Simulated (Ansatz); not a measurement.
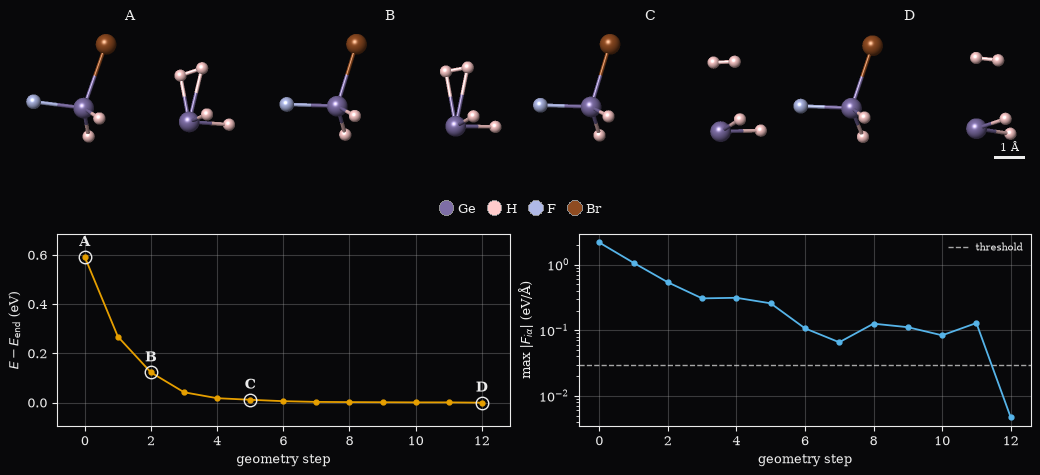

Frames of a relaxation of Ge2H6BrF, marked on the history of the run. A ball-and-stick model, seen at a tilt.

The run prepares an end point of a later path (reaction) calculation, from a guessed geometry.

Theory: Ansatz 0.2.0, RHF/def2-SVP. Set-up: no spin polarisation; force threshold 0.03 eV/Å; at most 50 steps.

Q: Describe the path.

A: The energy falls by 0.592 eV in 12 geometry steps. Largest force component: 2.2 eV/Å at the start, 0.0047 eV/Å at the end. The largest move after the best rigid fit is that of an H atom, 0.80 Å. Largest moves by element: H 0.80 Å, F 0.50 Å, Br 0.46 Å, Ge 0.41 Å. Near-neighbour distances that change, for instance: Ge–H 1.626 → 2.456 Å, Ge–H 1.877 → 2.471 Å, Br–Ge 2.376 → 2.307 Å, H–H 0.790 → 0.752 Å. Bonds break, among them: Ge–H (1.63 → 2.46 Å), Ge–H (1.88 → 2.47 Å). Bond angles that change, for instance: H–Ge–H 97.5° → 94.4°, H–Ge–H 120.5° → 117.7°, F–Ge–Br 103.5° → 105.9°. Cost: 50 s on 4 threads of Arm Neoverse N1, on a shared host, peak memory 0.42 GiB. From step 0 to 2: the Br atom moves most (0.32 Å), energy −0.469 eV. From step 2 to 5: an H atom moves most (0.40 Å), energy −0.111 eV. From step 5 to 12: an H atom moves most (0.39 Å), energy −0.012 eV.

```csv
step,"E − E(0), eV","largest force component, eV/Å"
0,0.0000,2.1783
1,-0.3236,1.0687
2,-0.4690,0.5391
3,-0.5495,0.3064
4,-0.5736,0.3128
5,-0.5799,0.2576
6,-0.5856,0.1071
7,-0.5886,0.0657
8,-0.5894,0.1261
9,-0.5900,0.1114
10,-0.5905,0.0838
11,-0.5905,0.1290
12,-0.5917,0.0047
```

Limits of the set-up: the start holds two separate molecules, 2.8 Å apart at their closest, whose relative position is a soft coordinate and is computed without a dispersion correction; Hartree-Fock leaves out electron correlation.
